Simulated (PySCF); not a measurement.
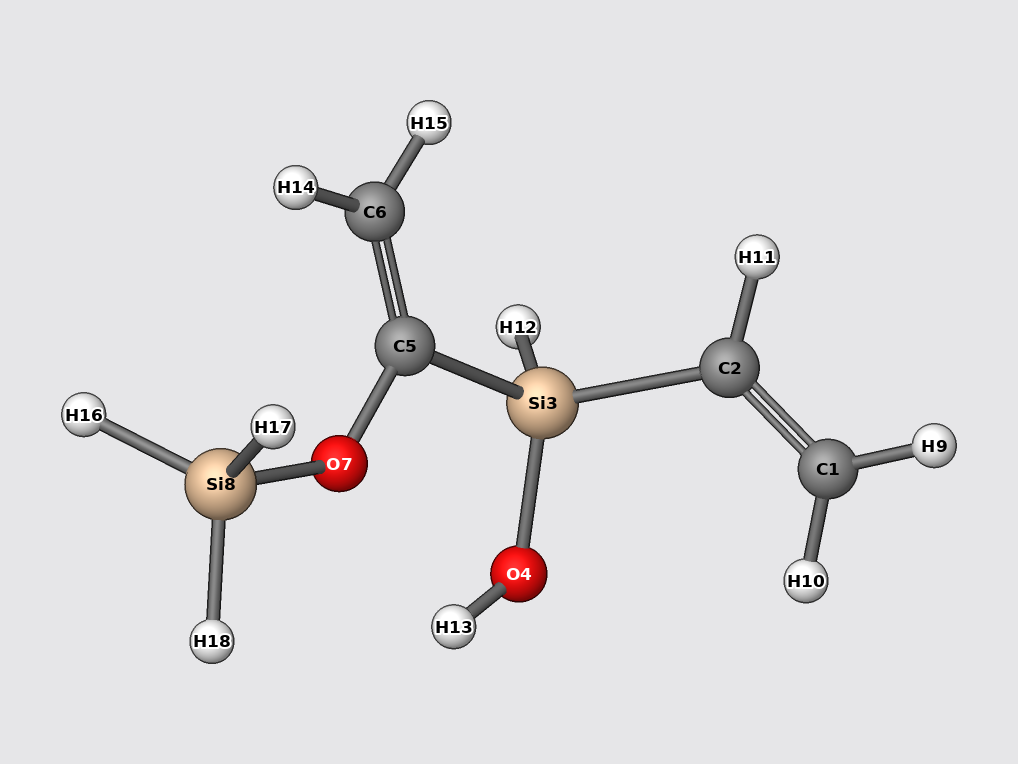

The questions are on isotropic NMR shieldings of the C atoms. Computed geometry: GFN2-xTB optimisation. No frequency run is at hand to confirm it as a minimum. Level of theory: GIAO PBE0/pcSseg-1 NMR shielding, non-relativistic, gas phase (PySCF 2.14.0).

Which C atom is the most shielded (lowest chemical shift)?

Answer. C6 (81.9 ppm).

Which C atom is the least shielded (highest chemical shift)?

Answer. C5 (17.0 ppm).

How wide is the range of C shifts?

Answer. 64.9 ppm.

Give the isotropic NMR shieldings of the C atoms atom by atom.

```json
{"atom": "C1", "σ (ppm)": "45.4"}
{"atom": "C2", "σ (ppm)": "43.0"}
{"atom": "C5", "σ (ppm)": "17.0"}
{"atom": "C6", "σ (ppm)": "81.9"}
```

The geometry is semi-empirical. Around Si such bond lengths and angles can be off by a tenth of an ångström or more and by several degrees, and values that hang on the shape move with them.
